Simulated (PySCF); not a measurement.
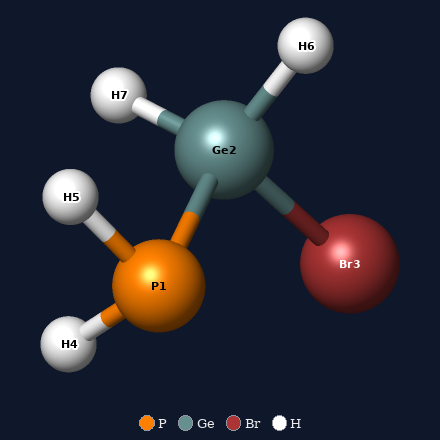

GePH₄Br, SMILES [PH2][GeH2][Br], singlet. Vertical core-electron binding energies by ΔSCF (SCAN, pcX-1 on the ionised atom, pcseg-1 elsewhere, spin-free X2C; PySCF, at a PBE0-D3(BJ)/def2-SVP geometry (no frequency check)), gas phase, against the vacuum level. One atom of each kind was ionised; within a panel, areas follow the number of like atoms and 2j + 1 (2p levels are split by first-order spin-orbit coupling, an approximation), each panel is scaled alone, Gaussians of 0.4 eV full width. Only the regions named are shown.

Predict the P 2p and P 1s photoelectron lines.

Answer.
```csv
level,atoms,binding energy (eV)
P 2p1/2,P1,137.8
P 2p3/2,P1,136.9
P 1s,P1,2150.3
```

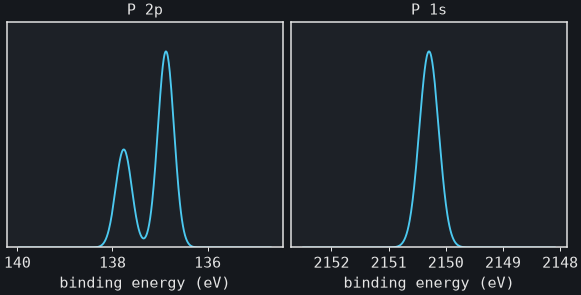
